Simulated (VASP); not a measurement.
Band structure of CoSi2 (relaxed from the AlB2 structure, space group P6/mmm). All values below come from PBEsol GGA, VASP's PBE PAW potentials (set 64) (plane waves; VASP).

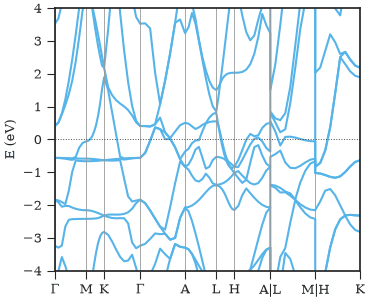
Figure. Bands along high-symmetry lines, zero at the valence-band maximum or, without a gap, the Fermi level

### Question
Read the plot: is there a gap, and where are the band edges?

### Answer
It has no gap at this level: it comes out as a metal or semimetal. (Edges off the drawn lines would not show.)

The structure was generated: CoSi2 was put into the AlB2 type (P6/mmm), which need not be its known phase. It was relaxed first, which changed the volume by -51 %. The run is not spin-polarised, so no magnetic state was tried. The electron count is odd and the run is not spin-polarised, which forces a metal.
